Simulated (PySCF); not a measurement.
# Cl$_{6}$W, SMILES `Cl[W](Cl)(Cl)(Cl)(Cl)Cl`: electronic structure

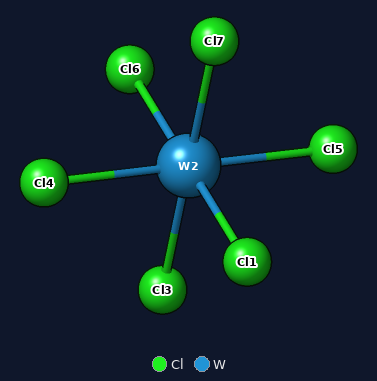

The molecule, with its atoms numbered as below. No frequency check shows the geometry to be a minimum.

Geometry (Å), atoms numbered from 1:

```
Cl1      1.2000   -1.9255    0.3205
W2       0.0001    0.0004    0.0003
Cl3     -1.3584   -1.0909   -1.4879
Cl4     -1.4046   -0.5917    1.7114
Cl5      1.4045    0.5864   -1.7132
Cl6     -1.1998    1.9265   -0.3198
Cl7      1.3580    1.0937    1.4878
```

### 1. Bonding charge

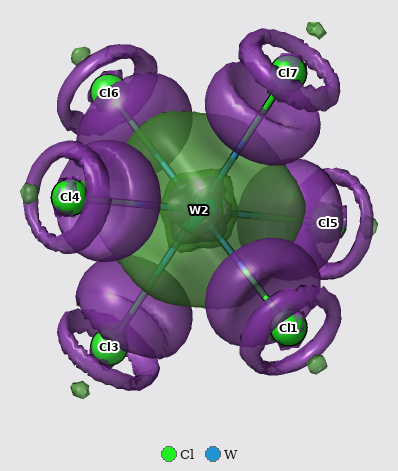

Deformation density (molecule less spherical, spin-averaged free atoms at the same positions), surfaces at ±0.05 e/Å³; purple: gain, green: loss.

Level of theory: ωB97X/def2-SVPD (PySCF), at a geometry from GFN2-xTB. Core potentials replace the inner electrons of W; spin–orbit coupling isn't included. This is a single-reference result, which may miss multireference character in this system.

Question: How much density has each bond gained at its critical point, relative to the free atoms?

Answer: W2–Cl3, Cl1–W2, W2–Cl5, W2–Cl4 and 2 more like them: +0.09 e/Å³ at the bond critical point (bond length 2.29 Å). In all, 1.6 electrons gather in the regions of gain relative to the promolecule. A small or negative value marks a very polar bond, one between electron-rich atoms, whose free-atom densities already overlap strongly, a long bond to a heavier atom, or a closed-shell contact such as a hydrogen bond.

Question: Where do the Hirshfeld charges lie?

Answer: The highest Hirshfeld charge is on W2 (+0.80 e), the lowest on Cl1, Cl3, Cl4, Cl5, Cl6 and Cl7 (−0.13 e).

| atom | charge (e) |
| --- | --- |
| Cl1 | −0.13 |
| W2 | +0.80 |
| Cl3 | −0.13 |
| Cl4 | −0.13 |
| Cl5 | −0.13 |
| Cl6 | −0.13 |
| Cl7 | −0.13 |

### 2. Bond critical points

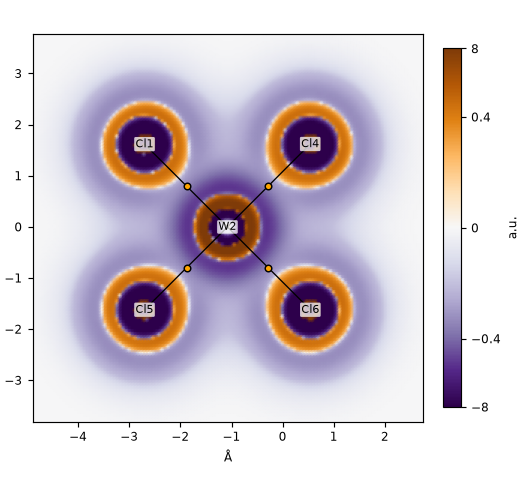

Negative Laplacian of the density (−∇²ρ) in the plane of Cl1, W2, Cl4, Cl5 and Cl6 (orange positive, purple negative, colour scale in a.u., logarithmic beyond ±0.04), with bond paths and bond critical points (dots).

Question: Sort the bonds in the plane by the sign of ∇²ρ at their critical points.

Answer: At none is it concentrated. Depleted (∇²ρ > 0): Cl1–W2, W2–Cl5, W2–Cl4 and W2–Cl6 (+0.21 a.u., H = −0.037). A positive Laplacian with negative H is typical of metal–ligand bonds.

### 3. Local ionisation energy

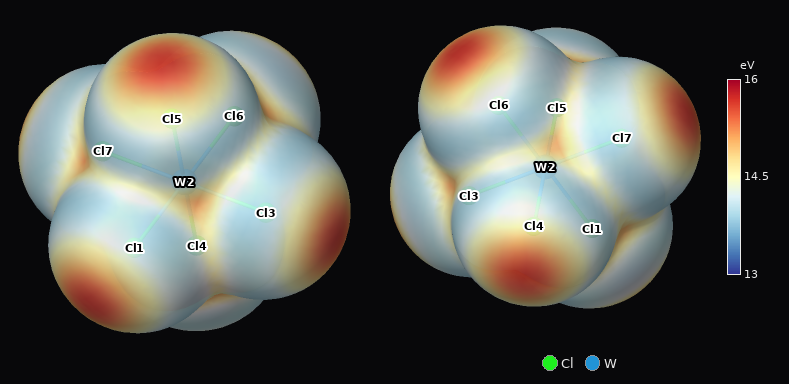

Average local ionisation energy on the surface of electron density 0.001 a.u. (back view left, front view right).

Question: Locate the minima of the map.

Answer: The lowest value is 13.9 eV, 2.1 Å from Cl5, and at like points elsewhere. For comparison, the highest occupied orbital lies at −11.6 eV.

### 4. In an electric field

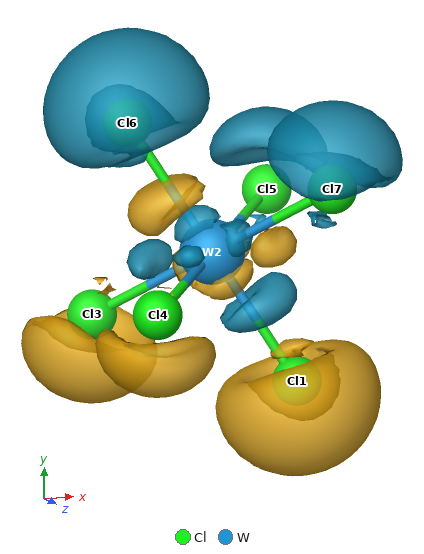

Change of the electron density in a uniform field of 0.41 V/Å, surfaces at ±0.004 e/Å³ (yellow: gain, teal: loss).

Computed with PySCF, B3LYP/def2-SVP, geometry: GFN2-xTB. Core potentials replace the inner electrons of W; spin–orbit coupling isn't included. This is a single-reference result, which may miss multireference character in this system. A basis without diffuse functions makes polarisabilities too small.

Question: Along which Cartesian direction does the field point?

Answer: Along +y: electrons gather on the −y side, against the field.

Question: What dipole is induced, and what polarisability does it imply?

Answer: The induced dipole is 2.37 D (along the field); α along this axis, from the fields in both directions, is 116 bohr³ (17.3 Å³).

Question: Which atoms gain and lose the most charge?

Answer: Electrons gather most on Cl1 (Hirshfeld charge changes by −0.060 e) and leave Cl6 most (+0.062 e); 0.154 electrons are displaced in all.

### 5. Localised orbitals

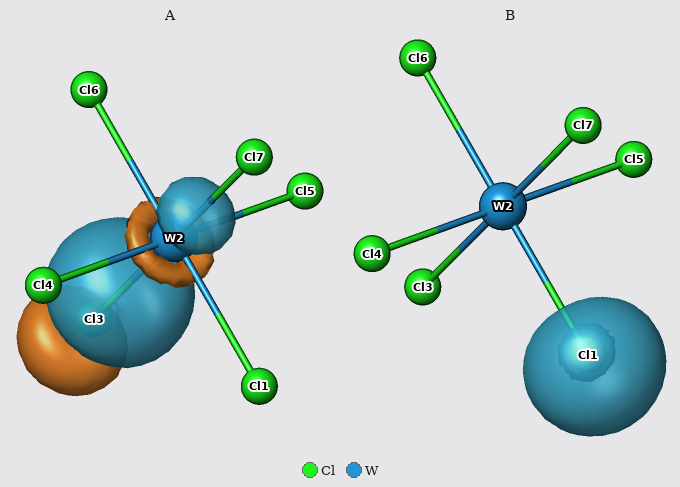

Pipek–Mezey orbitals, occupied; each surface holds about 70 % of the orbital's density. Energies are diagonal elements of the Fock matrix.

Level of theory: B3LYP/def2-SVP (PySCF), at a geometry from GFN2-xTB. Core potentials replace the inner electrons of W; spin–orbit coupling isn't included. This is a single-reference result, which may miss multireference character in this system.

Question: Identify each orbital.

Answer: By panel:
- A: σ bond Cl3–W2 (Cl3 75 %, W2 25 %; −13.5 eV)
- B: lone pair on Cl1 (s-type) (Cl1 98 %; −21.6 eV)

The PySCF runs shown took 81 s, 2.2 min and 49 s on 1 thread of Arm Neoverse N1, on a shared host.
